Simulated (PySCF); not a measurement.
# HF/6-31G(d) (spherical functions) run of [PO2]+ (SMILES O=[P+]=O)

Aim: the vertical ionisation energy of [PO2]+ at HF/6-31G* (spherical functions), from 2 runs. Input form: a Python script.

The calculation is run with PySCF 2.14.0.

## 1. The molecule

[PO2]+: 3 atoms, total charge +1, spin state singlet. SMILES: `O=[P+]=O`. Geometry: relaxed at GFN2-xTB.

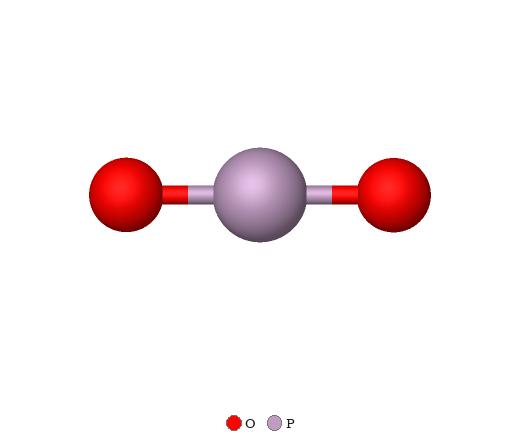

Viewed from a chosen angle; oxygen red, phosphorus pink.

## 2. A single-point energy at HF/6-31G(d) (spherical functions)

Input file job.py:

```python
from pyscf import gto, scf

mol = gto.M(
    atom='''
O      1.497211     1.938670     1.035910
P      0.000435    -0.000397     0.000643
O     -1.497646    -1.938273    -1.036553
''',
    charge=1,
    basis='6-31g*',
    verbose=4,
    max_memory=1860,
    unit='bohr',
)

hf = scf.RHF(mol)
hf.conv_tol = 1e-10
hf.kernel()
if not hf.converged:
    hf = hf.newton().run(hf.mo_coeff, hf.mo_occ)

energy = hf.e_tot
print(f'total energy: {energy:.8f} hartree')
```

Run with:

```
$ OMP_NUM_THREADS=1 python job.py
```

Log:

```text
PySCF version 2.14.0

[INPUT] num. atoms = 3
[INPUT] num. electrons = 30
[INPUT] charge = 1
[INPUT] spin (= nelec alpha-beta = 2S) = 0
[INPUT] symmetry False subgroup None
[INPUT] Mole.unit = bohr
[INPUT] Symbol           X                Y                Z      unit          X                Y                Z       unit  Magmom
[INPUT]  1 O      0.792289941139   1.025899983494   0.548179964564 AA    1.497211000000   1.938670000000   1.035910000000 Bohr   0.0
[INPUT]  2 P      0.000230192087  -0.000210083353   0.000340260947 AA    0.000435000000  -0.000397000000   0.000643000000 Bohr   0.0
[INPUT]  3 O     -0.792520133225  -1.025689900142  -0.548520225511 AA   -1.497646000000  -1.938273000000  -1.036553000000 Bohr   0.0

nuclear repulsion = 102.269075863165
number of shells = 20
number of NR pGTOs = 105
number of NR cGTOs = 46
basis = 6-31g*
ecp = {}

******** <class 'pyscf.scf.hf.RHF'> ********
method = RHF
initial guess = minao
damping factor = 0
level_shift factor = 0
DIIS = <class 'pyscf.scf.diis.CDIIS'>
diis_start_cycle = 1
diis_space = 8
diis_damp = 0
SCF conv_tol = 1e-10
SCF conv_tol_grad = None
SCF max_cycles = 50
direct_scf = True
direct_scf_tol = 1e-13
Set gradient conv threshold to 1e-05
Initial guess from minao.
init E= -491.029026315795
  HOMO = -0.532217646874548  LUMO = -0.1446488816286  gap/eV = 10.54628
cycle= 1 E= -489.872533065206  delta_E= 1.16  |g|= 0.779  |ddm|= 2.29
  HOMO = -0.854044958074516  LUMO = -0.370767665535459  gap/eV = 13.15064
cycle= 2 E= -489.955485412407  delta_E= -0.083  |g|= 0.573  |ddm|= 1.26
  HOMO = -0.893350168885111  LUMO = -0.328521825879391  gap/eV = 15.36976
cycle= 3 E= -490.021264659804  delta_E= -0.0658  |g|= 0.0828  |ddm|= 0.474
  HOMO = -0.867373481746757  LUMO = -0.30390827165013  gap/eV = 15.33267
cycle= 4 E= -490.02253678003  delta_E= -0.00127  |g|= 0.0135  |ddm|= 0.0491
  HOMO = -0.866927874291752  LUMO = -0.303030464035861  gap/eV = 15.34443
cycle= 5 E= -490.022620699897  delta_E= -8.39e-05  |g|= 0.00301  |ddm|= 0.0206
  HOMO = -0.866796493999671  LUMO = -0.303493613461897  gap/eV = 15.32825
cycle= 6 E= -490.022628148624  delta_E= -7.45e-06  |g|= 0.0008  |ddm|= 0.00682
  HOMO = -0.866775086298  LUMO = -0.303510512191299  gap/eV = 15.32721
cycle= 7 E= -490.022628631913  delta_E= -4.83e-07  |g|= 0.000343  |ddm|= 0.00192
  HOMO = -0.866763555779151  LUMO = -0.303519744858139  gap/eV = 15.32664
cycle= 8 E= -490.022628662923  delta_E= -3.1e-08  |g|= 0.000118  |ddm|= 0.00039
  HOMO = -0.86675480483426  LUMO = -0.303528243485061  gap/eV = 15.32618
cycle= 9 E= -490.022628666916  delta_E= -3.99e-09  |g|= 7.83e-06  |ddm|= 0.000167
  HOMO = -0.866755177363776  LUMO = -0.303528529585503  gap/eV = 15.32618
cycle= 10 E= -490.02262866694  delta_E= -2.46e-11  |g|= 7.66e-07  |ddm|= 1.26e-05
  HOMO = -0.866755205495306  LUMO = -0.303528481895726  gap/eV = 15.32618
Extra cycle  E= -490.022628666941  delta_E= -1.02e-12  |g|= 2.7e-07  |ddm|= 1.3e-06
converged SCF energy = -490.022628666941
total energy: -490.02262867 hartree
```

It took 0.74 s on 1 thread of Arm Neoverse V1, shared host; peak memory 0.1 GiB.

## 3. Doublet [PO2]2+, same level

Input file calc.py:

```python
from pyscf import gto

molecule = gto.Mole()
molecule.atom = '''
O      1.497211     1.938670     1.035910
P      0.000435    -0.000397     0.000643
O     -1.497646    -1.938273    -1.036553
'''
molecule.basis = '6-31g*'
molecule.spin = 1
molecule.unit = 'bohr'
molecule.verbose = 4
molecule.max_memory = 1860
molecule.charge = 2
molecule.build()

mf = molecule.UHF()
mf.conv_tol = 1e-10
mf.kernel()
if not mf.converged:
    mf = mf.newton().run(mf.mo_coeff, mf.mo_occ)

etot = mf.e_tot
print(f'total energy: {etot:.8f} hartree')
```

Run with:

```
$ OMP_NUM_THREADS=1 python calc.py
```

Log:

```text
PySCF version 2.14.0

[INPUT] num. atoms = 3
[INPUT] num. electrons = 29
[INPUT] charge = 2
[INPUT] spin (= nelec alpha-beta = 2S) = 1
[INPUT] symmetry False subgroup None
[INPUT] Mole.unit = bohr
[INPUT] Symbol           X                Y                Z      unit          X                Y                Z       unit  Magmom
[INPUT]  1 O      0.792289941139   1.025899983494   0.548179964564 AA    1.497211000000   1.938670000000   1.035910000000 Bohr   0.0
[INPUT]  2 P      0.000230192087  -0.000210083353   0.000340260947 AA    0.000435000000  -0.000397000000   0.000643000000 Bohr   0.0
[INPUT]  3 O     -0.792520133225  -1.025689900142  -0.548520225511 AA   -1.497646000000  -1.938273000000  -1.036553000000 Bohr   0.0

nuclear repulsion = 102.269075863165
number of shells = 20
number of NR pGTOs = 105
number of NR cGTOs = 46
basis = 6-31g*
ecp = {}

******** <class 'pyscf.scf.uhf.UHF'> ********
method = UHF
initial guess = minao
damping factor = 0
level_shift factor = 0
DIIS = <class 'pyscf.scf.diis.CDIIS'>
diis_start_cycle = 1
diis_space = 8
diis_damp = 0
SCF conv_tol = 1e-10
SCF conv_tol_grad = None
SCF max_cycles = 50
direct_scf = True
direct_scf_tol = 1e-13
number electrons alpha = 15  beta = 14
Set gradient conv threshold to 1e-05
init E= -491.029026315795
[... the frontier-level lines of each cycle are left out ...]


[... 89 lines left out ...]
converged SCF energy = -489.246582663507  <S^2> = 1.0929691  2S+1 = 2.3177309
total energy: -489.24658266 hartree
```

Run time: 1 s. Hardware: 1 thread of Arm Neoverse V1, shared host; peak memory 0.12 GiB.

## 4. What came out

At HF/6-31G* (spherical functions):

```
                                            quantity          value
                        singlet [PO2]+: total energy  -490.02263 Eh
                         singlet [PO2]+: HOMO energy      -23.59 eV
                         singlet [PO2]+: LUMO energy       -8.26 eV
                       singlet [PO2]+: HOMO–LUMO gap       15.33 eV
                       doublet [PO2]2+: total energy  -489.24658 Eh
 doublet [PO2]2+: HOMO energy (highest over α and β)      -31.00 eV
  doublet [PO2]2+: LUMO energy (lowest over α and β)      -19.00 eV
                               doublet [PO2]2+: ⟨S²⟩          1.093
vertical ionisation energy (to the doublet dication)      21.117 eV
```

**Reading.** The vertical ionisation energy comes to 21.12 eV (2038 kJ/mol). The negative HOMO energy of the first species, 23.59 eV, lies 2.47 eV above that difference. Mulliken charges (singlet [PO2]+) run from -0.33 on O3 to +1.66 on P2. ⟨S²⟩ (doublet [PO2]2+) is 1.09 where a pure doublet has 0.75: the reference is spin-contaminated.
